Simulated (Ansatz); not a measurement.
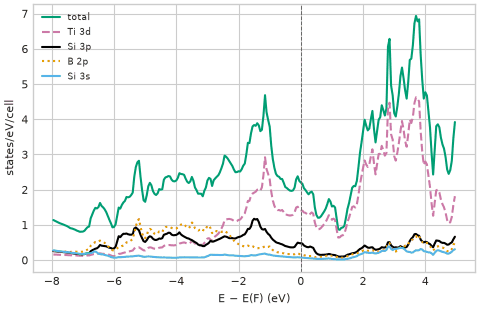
Figure. Total and projected density of states of TiSiB in space group Cmcm (No. 63; Si on 4c, B on 4c, Ti on 4c), plane-wave PAW r²SCAN (Ansatz code)

Question: Which orbitals carry the states next to the Fermi level?

Answer: Within 0.5 eV of the Fermi level: Ti 3d 66 %, Si 3p 19 %, B 2p 7 %. Projections are on Löwdin-orthogonalised atomic valence shells; empty p or d shells of many metals are not among them.

Question: Where is the tallest occupied peak in this window, and what makes it?

Answer: Near -1.1 eV, about 4.7 states/eV per cell; the largest projected share is Ti 3d.

The start of the workflow was typed in or built on a structure type; neither database checked (COD, Materials Project) lists it. Its standing as an ambient phase is unchecked. The r²SCAN relaxation kept the symmetry of its start; whether a distortion lowers the energy is not shown. The run is not spin-polarised.

Potentials: the later of the program's two PAW sets.
